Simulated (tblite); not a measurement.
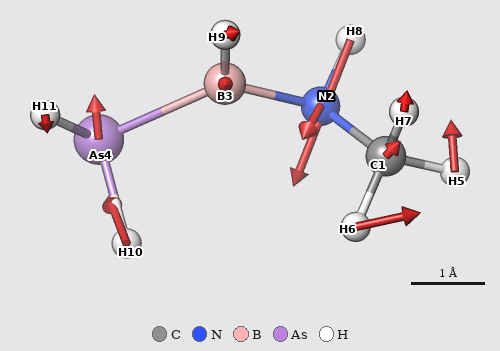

This is a relaxation of CH$_{7}$AsBN. The starting structure is drawn; red arrows show the displacements, at their true length. The two geometries are superimposed by the best rigid fit.

The picture is a ball-and-stick view, seen face on.

Computed with tblite, GFN2-xTB geometry optimisation, gas phase. 

> Which element moves most?

Hydrogen: up to 2.19 Å, against 0.74 Å for nitrogen.

> Describe the change and its energy.

H8 moves most after the best rigid fit: 2.19 Å. By element the largest moves are H 2.19 Å, N 0.74 Å, As 0.64 Å, C 0.31 Å, B 0.22 Å. Near-neighbour distances that change, for instance: N2–B3 1.548 → 1.377 Å, As4–H11 1.572 → 1.504 Å, As4–H10 1.561 → 1.512 Å, N2–H8 1.038 → 1.013 Å. Among the angles between lasting bonds that change: C1–N2–B3 109.4° → 127.9°, B3–N2–H8 106.0° → 120.5°, H10–As4–H11 93.1° → 89.5°. Groups turn about B3–As4 by about 50°. Over 105 geometry steps the energy falls by 31.7 kcal/mol.
